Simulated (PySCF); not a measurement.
**CH₅NSSi: NMR shifts at several levels of theory**

Aim: compute the NMR shifts of CH₅NSSi (`[H]/N=C\[SiH2]S`) at several levels, and see how far they spread and what each costs.

Computed with PySCF 2.14.0, with density-fitted response routines of our own, on a single molecule in the gas phase. Atoms are numbered from 0 throughout.

### Step 1. Starting geometry

9 atoms, charge 0, multiplicity 1; geometry from: PBE0-D3(BJ)/def2-SVP.

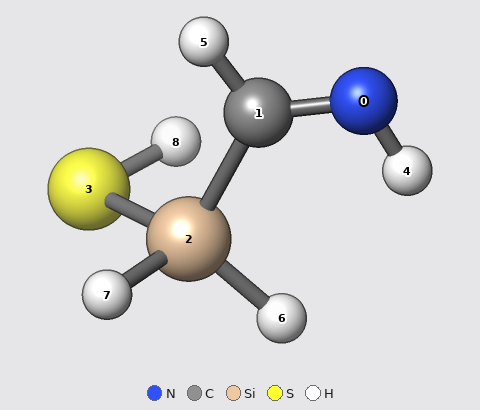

The starting geometry (nitrogen blue, carbon grey, silicon light orange, sulfur yellow, hydrogen white), atoms numbered; sticks join atoms by distance.

### Step 2. NMR shieldings: PBE0/pcSseg-2

Job settings and geometry (Å):

```
{"job": {"kind": "nmr", "xc": "PBE0", "basis": "pcSseg-2", "pop": false}, "charge": 0, "multiplicity": 1}
N      2.068488     0.170683    -0.273788
C      1.049741     0.161271     0.489238
Si    -0.648707    -0.571884     0.063888
S     -2.204123     0.889939     0.293238
H      1.857560    -0.292071    -1.168738
H      1.167290     0.643228     1.479288
H     -0.542869    -1.090351    -1.336304
H     -1.026460    -1.666791     1.002961
H     -1.668985     1.755820    -0.596242
```

Method: GIAO PBE0/pcSseg-2 NMR shielding, non-relativistic, gas phase.

On the command line:

```console
OMP_NUM_THREADS=1 python probes_run.py task.json out
```

This one command runs all jobs of the session in turn.

Standard output:

```text
coarse grid: 8496 points
cycle   1  E = -783.2028447654  dE =  1.772e-01  |g| = 3.532e-01  |ddm| = 2.178e+00
cycle   2  E = -783.1666537104  dE =  3.619e-02  |g| = 5.385e-01  |ddm| = 7.530e-01
cycle   3  E = -783.2320324720  dE = -6.538e-02  |g| = 1.042e-01  |ddm| = 4.517e-01
cycle   4  E = -783.2343019799  dE = -2.270e-03  |g| = 3.767e-02  |ddm| = 8.880e-02
cycle   5  E = -783.2346167178  dE = -3.147e-04  |g| = 3.198e-03  |ddm| = 2.941e-02
cycle   6  E = -783.2346187454  dE = -2.028e-06  |g| = 1.811e-03  |ddm| = 5.703e-03
final grid: 72736 points
cycle   7  E = -783.2448411693  dE = -3.772e-05  |g| = 6.549e-03  |ddm| = 2.397e-02
cycle   8  E = -783.2448347445  dE =  6.425e-06  |g| = 8.189e-03  |ddm| = 1.216e-02
cycle   9  E = -783.2448505997  dE = -1.586e-05  |g| = 1.471e-03  |ddm| = 7.464e-03
cycle  10  E = -783.2448510404  dE = -4.408e-07  |g| = 3.937e-04  |ddm| = 9.700e-04
cycle  11  E = -783.2448510755  dE = -3.504e-08  |g| = 5.950e-05  |ddm| = 2.790e-04
cycle  12  E = -783.2448510763  dE = -8.154e-10  |g| = 1.899e-05  |ddm| = 6.872e-05
converged SCF energy = -783.2448510763

GIAO shielding tensors (ppm)
atom      isotropic    diamagn.    paramagn.     s11        s22        s33       span
  0 N     -182.770     312.511    -495.282   -628.740   -149.160    229.589    858.329
  1 C      -17.002     254.767    -271.770   -147.168    -28.166    124.328    271.496
  2 Si     376.321     879.087    -502.766    318.101    390.605    420.257    102.156
  3 S      735.938    1056.907    -320.968    645.686    694.639    867.490    221.804
  4 H       18.921      33.179     -14.258      5.068     24.553     27.143     22.074
  5 H       22.011      29.448      -7.437     16.400     22.830     26.802     10.402
  6 H       26.695      30.282      -3.587     23.573     25.193     31.321      7.748
  7 H       26.280      28.918      -2.638     23.804     24.457     30.578      6.774
  8 H       30.927      30.887       0.040     23.554     27.603     41.622     18.068
```

Run time: 15 s. Hardware: 1 thread of Arm Neoverse V1, shared host; peak memory 0.99 GiB.

The references, computed at this level on geometries of the same kind, shield at (ppm): ¹H TMS 31.25, ¹³C TMS 184.1, ²⁹Si TMS 341.3, ¹⁵N NH3 261.7, ³³S CS2 503. Their shielding less the atom's gives the shift. The references are single molecules in the gas phase, so shifts against H2O, NH3, PH3, H3PO4 or CFCl3 are not on the usual liquid scales and can be off by tens of ppm. Atoms listed in one row are averaged.

| atoms | environment | σ (ppm) | δ (ppm) |
| --- | --- | --- | --- |
| C1 | C=N carbon | -17.0 | 201.1 |
| H4 | hydrogen on an imine nitrogen | 18.92 | 12.32 |
| H5 | hydrogen on a C=N carbon | 22.01 | 9.23 |
| H6, H7 | hydrogen on a silicon bonded to C, S | 26.49 | 4.76 |
| H8 | hydrogen on a sulfur bonded to Si | 30.93 | 0.32 |
| N0 | imine nitrogen | -182.8 | 444.5 |
| Si2 | silicon bonded to C, S, 2 H | 376.3 | -35.0 |
| S3 | sulfur bonded to Si, H | 736 | -233 |

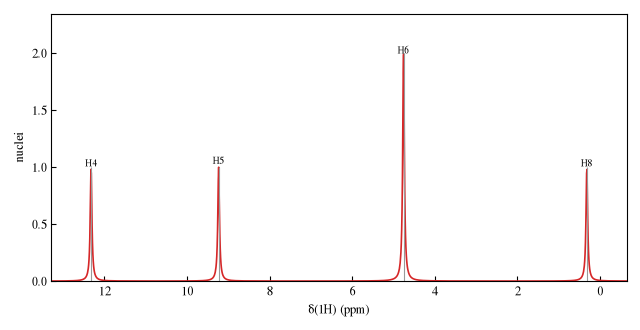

¹H lines at the computed shifts, without couplings. Lines are broadened to a width of 0.05 ppm (Lorentzian).

### Step 3. Nuclear shieldings: mPW1PW91/pcSseg-2

Settings changed since step 2:

```diff
@@ -1,2 +1,2 @@
-{"job": {"kind": "nmr", "xc": "PBE0", "basis": "pcSseg-2", "pop": false}, "charge": 0, "multiplicity": 1}
+{"job": {"kind": "nmr", "xc": "mPW1PW91", "basis": "pcSseg-2", "pop": false}, "charge": 0, "multiplicity": 1}
 N      2.068488     0.170683    -0.273788
```

Method: GIAO mPW1PW91/pcSseg-2 NMR shielding, non-relativistic, gas phase.

Standard output:

```text
coarse grid: 8496 points
cycle   1  E = -783.5842354413  dE =  1.775e-01  |g| = 3.609e-01  |ddm| = 2.173e+00
cycle   2  E = -783.5452765703  dE =  3.896e-02  |g| = 5.560e-01  |ddm| = 7.700e-01
cycle   3  E = -783.6151264390  dE = -6.985e-02  |g| = 1.043e-01  |ddm| = 4.627e-01
cycle   4  E = -783.6174360578  dE = -2.310e-03  |g| = 3.733e-02  |ddm| = 9.030e-02
cycle   5  E = -783.6177439628  dE = -3.079e-04  |g| = 3.285e-03  |ddm| = 2.908e-02
cycle   6  E = -783.6177461519  dE = -2.189e-06  |g| = 1.859e-03  |ddm| = 5.776e-03
final grid: 72736 points
cycle   7  E = -783.6269089813  dE = -3.183e-05  |g| = 5.013e-03  |ddm| = 2.345e-02
cycle   8  E = -783.6269055631  dE =  3.418e-06  |g| = 6.144e-03  |ddm| = 9.025e-03
cycle   9  E = -783.6269143520  dE = -8.789e-06  |g| = 1.199e-03  |ddm| = 5.564e-03
cycle  10  E = -783.6269146412  dE = -2.892e-07  |g| = 3.435e-04  |ddm| = 8.009e-04
cycle  11  E = -783.6269146675  dE = -2.628e-08  |g| = 5.638e-05  |ddm| = 2.385e-04
cycle  12  E = -783.6269146683  dE = -7.489e-10  |g| = 1.786e-05  |ddm| = 6.465e-05
converged SCF energy = -783.6269146683

GIAO shielding tensors (ppm)
atom      isotropic    diamagn.    paramagn.     s11        s22        s33       span
  0 N     -183.410     312.461    -495.871   -629.451   -150.052    229.272    858.723
  1 C      -17.413     254.805    -272.218   -147.888    -28.412    124.062    271.949
  2 Si     374.781     879.233    -504.452    317.066    389.161    418.115    101.049
  3 S      731.956    1057.122    -325.166    640.055    690.278    865.535    225.479
  4 H       19.005      33.147     -14.143      5.203     24.597     27.214     22.011
  5 H       22.092      29.444      -7.352     16.501     22.899     26.875     10.375
  6 H       26.762      30.364      -3.602     23.649     25.261     31.377      7.728
  7 H       26.364      28.994      -2.630     23.890     24.541     30.660      6.770
  8 H       31.004      30.937       0.067     23.646     27.703     41.662     18.016
```

It took 15 s on 1 thread of Arm Neoverse V1, shared host; peak memory 0.99 GiB.

This run: δ C1 200.9, N0 443.9, Si2 -34.8, S3 -233, H4 12.29, H5 9.20 ppm.

### Step 4. Shielding tensors: WP04/pcSseg-2

Settings changed since step 3:

```diff
@@ -1,2 +1,2 @@
-{"job": {"kind": "nmr", "xc": "mPW1PW91", "basis": "pcSseg-2", "pop": false}, "charge": 0, "multiplicity": 1}
+{"job": {"kind": "nmr", "xc": "WP04", "basis": "pcSseg-2", "pop": false}, "charge": 0, "multiplicity": 1}
 N      2.068488     0.170683    -0.273788
```

With the program's defaults for keys left out, this is: GIAO WP04/pcSseg-2 NMR shielding, non-relativistic, gas phase.

Standard output:

```text
coarse grid: 8496 points
cycle   1  E = -792.9082735283  dE =  1.719e-01  |g| = 6.205e-01  |ddm| = 2.173e+00
cycle   2  E = -792.7311121595  dE =  1.772e-01  |g| = 1.043e+00  |ddm| = 1.343e+00
cycle   3  E = -792.9790775543  dE = -2.480e-01  |g| = 2.615e-01  |ddm| = 9.532e-01
cycle   4  E = -792.9947907077  dE = -1.571e-02  |g| = 4.733e-02  |ddm| = 1.781e-01
cycle   5  E = -792.9952886945  dE = -4.980e-04  |g| = 1.316e-02  |ddm| = 4.441e-02
cycle   6  E = -792.9953260478  dE = -3.735e-05  |g| = 3.617e-03  |ddm| = 1.489e-02
cycle   7  E = -792.9953292927  dE = -3.245e-06  |g| = 6.268e-04  |ddm| = 3.378e-03
final grid: 72736 points
cycle   8  E = -793.0090110664  dE = -4.613e-05  |g| = 5.219e-03  |ddm| = 2.600e-02
cycle   9  E = -793.0090045491  dE =  6.517e-06  |g| = 7.241e-03  |ddm| = 9.162e-03
cycle  10  E = -793.0090163310  dE = -1.178e-05  |g| = 1.757e-03  |ddm| = 6.053e-03
cycle  11  E = -793.0090169746  dE = -6.436e-07  |g| = 5.455e-04  |ddm| = 1.201e-03
cycle  12  E = -793.0090170452  dE = -7.060e-08  |g| = 9.090e-05  |ddm| = 4.018e-04
cycle  13  E = -793.0090170471  dE = -1.926e-09  |g| = 3.226e-05  |ddm| = 1.259e-04
cycle  14  E = -793.0090170473  dE = -2.365e-10  |g| = 4.210e-06  |ddm| = 3.262e-05
converged SCF energy = -793.0090170473

GIAO shielding tensors (ppm)
atom      isotropic    diamagn.    paramagn.     s11        s22        s33       span
  0 N     -179.553     312.364    -491.916   -606.847   -149.450    217.640    824.486
  1 C      -27.568     255.194    -282.763   -160.789    -36.343    114.427    275.216
  2 Si     360.179     881.308    -521.129    307.191    375.401    397.945     90.753
  3 S      678.467    1060.697    -382.230    575.369    631.105    828.925    253.556
  4 H       19.912      33.010     -13.098      7.205     25.034     27.497     20.291
  5 H       22.841      30.030      -7.189     17.414     23.623     27.486     10.072
  6 H       27.586      31.230      -3.644     24.583     26.133     32.043      7.460
  7 H       27.301      29.712      -2.411     24.890     25.473     31.539      6.649
  8 H       31.732      31.690       0.042     24.641     28.781     41.773     17.132
```

It took 16 s on 1 thread of Arm Neoverse V1, shared host; peak memory 0.99 GiB.

Key values: δ C1 199.7, N0 424.3, Si2 -32.2, S3 -210, H4 11.70, H5 8.77 ppm.

### Step 5. NMR shieldings: B97-2/pcSseg-2

Settings changed since step 4:

```diff
@@ -1,2 +1,2 @@
-{"job": {"kind": "nmr", "xc": "WP04", "basis": "pcSseg-2", "pop": false}, "charge": 0, "multiplicity": 1}
+{"job": {"kind": "nmr", "xc": "B97-2", "basis": "pcSseg-2", "pop": false}, "charge": 0, "multiplicity": 1}
 N      2.068488     0.170683    -0.273788
```

Level: GIAO B97-2/pcSseg-2 NMR shielding, non-relativistic, gas phase.

Standard output:

```text
coarse grid: 8496 points
cycle   1  E = -783.5832521348  dE =  1.728e-01  |g| = 3.639e-01  |ddm| = 2.181e+00
cycle   2  E = -783.5363974956  dE =  4.685e-02  |g| = 5.854e-01  |ddm| = 8.108e-01
cycle   3  E = -783.6150355331  dE = -7.864e-02  |g| = 1.110e-01  |ddm| = 4.934e-01
cycle   4  E = -783.6177877262  dE = -2.752e-03  |g| = 3.593e-02  |ddm| = 9.646e-02
cycle   5  E = -783.6180759905  dE = -2.883e-04  |g| = 3.559e-03  |ddm| = 2.834e-02
cycle   6  E = -783.6180787195  dE = -2.729e-06  |g| = 2.023e-03  |ddm| = 6.197e-03
final grid: 72736 points
cycle   7  E = -783.6263582334  dE = -4.971e-05  |g| = 3.995e-03  |ddm| = 2.876e-02
cycle   8  E = -783.6263581778  dE =  5.560e-08  |g| = 2.926e-03  |ddm| = 5.307e-03
cycle   9  E = -783.6263602887  dE = -2.111e-06  |g| = 1.005e-03  |ddm| = 3.695e-03
cycle  10  E = -783.6263604849  dE = -1.961e-07  |g| = 4.088e-04  |ddm| = 9.601e-04
cycle  11  E = -783.6263605209  dE = -3.602e-08  |g| = 5.575e-05  |ddm| = 2.445e-04
cycle  12  E = -783.6263605215  dE = -5.542e-10  |g| = 2.069e-05  |ddm| = 4.520e-05
converged SCF energy = -783.6263605215

GIAO shielding tensors (ppm)
atom      isotropic    diamagn.    paramagn.     s11        s22        s33       span
  0 N     -170.863     312.983    -483.846   -601.615   -139.093    228.118    829.733
  1 C      -13.044     255.098    -268.142   -140.375    -22.934    124.177    264.552
  2 Si     382.133     879.373    -497.239    325.779    396.347    424.274     98.495
  3 S      732.134    1057.445    -325.312    641.551    689.154    865.695    224.144
  4 H       19.231      33.314     -14.083      5.847     24.716     27.129     21.282
  5 H       22.225      29.531      -7.306     16.756     23.008     26.909     10.153
  6 H       26.884      30.550      -3.666     23.787     25.399     31.467      7.681
  7 H       26.493      29.142      -2.650     24.034     24.677     30.766      6.732
  8 H       31.096      31.084       0.013     23.769     27.830     41.689     17.920
```

Run time: 16 s. Hardware: 1 thread of Arm Neoverse V1, shared host; peak memory 0.99 GiB.

This run: δ C1 196.5, N0 430.5, Si2 -34.5, S3 -225, H4 12.13, H5 9.13 ppm.

### Step 6. Shielding tensors: BHandHLYP/pcSseg-2

Settings changed since step 5:

```diff
@@ -1,2 +1,2 @@
-{"job": {"kind": "nmr", "xc": "B97-2", "basis": "pcSseg-2", "pop": false}, "charge": 0, "multiplicity": 1}
+{"job": {"kind": "nmr", "xc": "BHandHLYP", "basis": "pcSseg-2", "pop": false}, "charge": 0, "multiplicity": 1}
 N      2.068488     0.170683    -0.273788
```

With the program's defaults for keys left out, this is: GIAO BHandHLYP/pcSseg-2 NMR shielding, non-relativistic, gas phase.

Standard output:

```text
coarse grid: 8496 points
cycle   1  E = -783.5095188643  dE =  1.934e-01  |g| = 3.698e-01  |ddm| = 2.148e+00
cycle   2  E = -783.5088735727  dE =  6.453e-04  |g| = 4.253e-01  |ddm| = 6.141e-01
cycle   3  E = -783.5485392199  dE = -3.967e-02  |g| = 6.754e-02  |ddm| = 3.243e-01
cycle   4  E = -783.5495306260  dE = -9.914e-04  |g| = 3.085e-02  |ddm| = 6.751e-02
cycle   5  E = -783.5497517899  dE = -2.212e-04  |g| = 3.952e-03  |ddm| = 2.971e-02
cycle   6  E = -783.5497575307  dE = -5.741e-06  |g| = 1.295e-03  |ddm| = 6.415e-03
final grid: 72736 points
cycle   7  E = -783.5570755300  dE = -1.073e-05  |g| = 1.375e-03  |ddm| = 1.097e-02
cycle   8  E = -783.5570757384  dE = -2.084e-07  |g| = 8.689e-04  |ddm| = 1.887e-03
cycle   9  E = -783.5570759048  dE = -1.664e-07  |g| = 1.617e-04  |ddm| = 7.545e-04
cycle  10  E = -783.5570759104  dE = -5.627e-09  |g| = 6.968e-05  |ddm| = 1.995e-04
cycle  11  E = -783.5570759113  dE = -9.453e-10  |g| = 3.124e-05  |ddm| = 5.189e-05
converged SCF energy = -783.5570759113

GIAO shielding tensors (ppm)
atom      isotropic    diamagn.    paramagn.     s11        s22        s33       span
  0 N     -187.778     312.180    -499.957   -644.100   -153.259    234.025    878.125
  1 C      -17.653     254.317    -271.971   -156.408    -24.355    127.804    284.212
  2 Si     378.849     877.593    -498.744    324.687    392.454    419.406     94.719
  3 S      730.191    1056.825    -326.634    626.056    686.892    877.624    251.567
  4 H       19.328      33.410     -14.083      5.740     24.534     27.710     21.969
  5 H       22.396      29.774      -7.377     17.007     23.112     27.070     10.063
  6 H       27.053      30.329      -3.276     23.922     25.579     31.658      7.736
  7 H       26.739      28.996      -2.257     24.147     24.858     31.211      7.064
  8 H       31.184      31.191      -0.007     23.831     27.822     41.899     18.068
```

It took 15 s on 1 thread of Arm Neoverse V1, shared host; peak memory 0.99 GiB.

This run: δ C1 201.9, N0 447.6, Si2 -33.1, S3 -230, H4 12.12, H5 9.05 ppm.

### Step 7. Nuclear shieldings: CAM-B3LYP/pcSseg-2

Settings changed since step 6:

```diff
@@ -1,2 +1,2 @@
-{"job": {"kind": "nmr", "xc": "BHandHLYP", "basis": "pcSseg-2", "pop": false}, "charge": 0, "multiplicity": 1}
+{"job": {"kind": "nmr", "xc": "CAM-B3LYP", "basis": "pcSseg-2", "pop": false}, "charge": 0, "multiplicity": 1}
 N      2.068488     0.170683    -0.273788
```

With the program's defaults for keys left out, this is: GIAO CAM-B3LYP/pcSseg-2 NMR shielding, non-relativistic, gas phase.

Standard output:

```text
coarse grid: 8496 points
cycle   1  E = -783.5359174548  dE =  1.730e-01  |g| = 4.022e-01  |ddm| = 2.150e+00
cycle   2  E = -783.5239514847  dE =  1.197e-02  |g| = 5.124e-01  |ddm| = 6.939e-01
cycle   3  E = -783.5794960009  dE = -5.554e-02  |g| = 7.331e-02  |ddm| = 3.590e-01
cycle   4  E = -783.5806144090  dE = -1.118e-03  |g| = 3.234e-02  |ddm| = 7.253e-02
cycle   5  E = -783.5808384141  dE = -2.240e-04  |g| = 4.279e-03  |ddm| = 2.911e-02
cycle   6  E = -783.5808450522  dE = -6.638e-06  |g| = 1.168e-03  |ddm| = 8.657e-03
final grid: 72736 points
cycle   7  E = -783.5918396730  dE = -1.750e-05  |g| = 2.183e-03  |ddm| = 1.211e-02
cycle   8  E = -783.5918398077  dE = -1.347e-07  |g| = 1.964e-03  |ddm| = 2.964e-03
cycle   9  E = -783.5918405873  dE = -7.796e-07  |g| = 4.471e-04  |ddm| = 1.439e-03
cycle  10  E = -783.5918406221  dE = -3.485e-08  |g| = 1.778e-04  |ddm| = 3.484e-04
cycle  11  E = -783.5918406291  dE = -7.009e-09  |g| = 3.107e-05  |ddm| = 1.149e-04
cycle  12  E = -783.5918406294  dE = -2.022e-10  |g| = 5.133e-06  |ddm| = 2.963e-05
converged SCF energy = -783.5918406294

GIAO shielding tensors (ppm)
atom      isotropic    diamagn.    paramagn.     s11        s22        s33       span
  0 N     -186.835     311.254    -498.088   -634.730   -156.689    230.914    865.644
  1 C      -22.464     253.929    -276.393   -156.570    -34.353    123.532    280.102
  2 Si     363.170     878.243    -515.072    305.020    378.486    406.004    100.983
  3 S      721.811    1056.993    -335.182    620.583    678.960    865.889    245.307
  4 H       19.183      33.263     -14.080      5.658     24.652     27.238     21.580
  5 H       22.242      29.793      -7.551     16.868     22.953     26.906     10.039
  6 H       26.873      30.099      -3.227     23.773     25.422     31.423      7.650
  7 H       26.484      28.844      -2.360     23.965     24.656     30.832      6.866
  8 H       31.112      31.061       0.051     23.822     27.874     41.639     17.817
```

Run time: 26 s. Hardware: 1 thread of Arm Neoverse V1, shared host; peak memory 1 GiB.

Key values: δ C1 205.0, N0 448.7, Si2 -34.2, S3 -227, H4 12.15, H5 9.09 ppm.

### Step 8. Nuclear shieldings: wB97X-D/pcSseg-2

Settings changed since step 7:

```diff
@@ -1,2 +1,2 @@
-{"job": {"kind": "nmr", "xc": "CAM-B3LYP", "basis": "pcSseg-2", "pop": false}, "charge": 0, "multiplicity": 1}
+{"job": {"kind": "nmr", "xc": "wB97X-D", "basis": "pcSseg-2", "pop": false}, "charge": 0, "multiplicity": 1}
 N      2.068488     0.170683    -0.273788
```

Level: GIAO wB97X-D/pcSseg-2 NMR shielding, non-relativistic, gas phase.

Standard output:

```text
coarse grid: 8496 points
cycle   1  E = -783.5185237679  dE =  1.650e-01  |g| = 4.181e-01  |ddm| = 2.154e+00
cycle   2  E = -783.5182894146  dE =  2.344e-04  |g| = 4.851e-01  |ddm| = 6.631e-01
cycle   3  E = -783.5675087523  dE = -4.922e-02  |g| = 6.265e-02  |ddm| = 3.265e-01
cycle   4  E = -783.5684143783  dE = -9.056e-04  |g| = 2.974e-02  |ddm| = 6.770e-02
cycle   5  E = -783.5686172758  dE = -2.029e-04  |g| = 4.827e-03  |ddm| = 3.201e-02
cycle   6  E = -783.5686282441  dE = -1.097e-05  |g| = 1.245e-03  |ddm| = 1.283e-02
cycle   7  E = -783.5686291098  dE = -8.657e-07  |g| = 4.696e-04  |ddm| = 4.072e-03
final grid: 72736 points
cycle   8  E = -783.5831749844  dE = -1.142e-04  |g| = 6.091e-03  |ddm| = 3.219e-02
cycle   9  E = -783.5831753283  dE = -3.439e-07  |g| = 5.848e-03  |ddm| = 7.138e-03
cycle  10  E = -783.5831816026  dE = -6.274e-06  |g| = 1.162e-03  |ddm| = 3.676e-03
cycle  11  E = -783.5831818606  dE = -2.579e-07  |g| = 3.494e-04  |ddm| = 8.533e-04
cycle  12  E = -783.5831818938  dE = -3.322e-08  |g| = 7.583e-05  |ddm| = 3.315e-04
cycle  13  E = -783.5831818957  dE = -1.911e-09  |g| = 1.472e-05  |ddm| = 1.116e-04
cycle  14  E = -783.5831818959  dE = -1.694e-10  |g| = 4.711e-06  |ddm| = 4.731e-05
converged SCF energy = -783.5831818959

GIAO shielding tensors (ppm)
atom      isotropic    diamagn.    paramagn.     s11        s22        s33       span
  0 N     -185.810     311.919    -497.729   -634.878   -154.796    232.244    867.122
  1 C      -17.634     255.342    -272.975   -150.223    -29.480    126.802    277.024
  2 Si     375.251     878.815    -503.564    318.499    389.583    417.671     99.172
  3 S      733.679    1057.207    -323.528    634.942    692.737    873.358    238.417
  4 H       19.038      33.168     -14.130      5.169     24.649     27.297     22.128
  5 H       22.207      29.553      -7.346     16.683     22.986     26.951     10.268
  6 H       26.856      30.299      -3.443     23.737     25.371     31.461      7.724
  7 H       26.463      28.919      -2.457     23.933     24.625     30.830      6.897
  8 H       31.078      30.989       0.088     23.720     27.752     41.761     18.041
```

Run time: 23 s. Hardware: 1 thread of Arm Neoverse V1, shared host; peak memory 1 GiB.

Key values: δ C1 202.0, N0 445.9, Si2 -34.5, S3 -234, H4 12.32, H5 9.15 ppm.

(Part 1 of 2 ends here.)
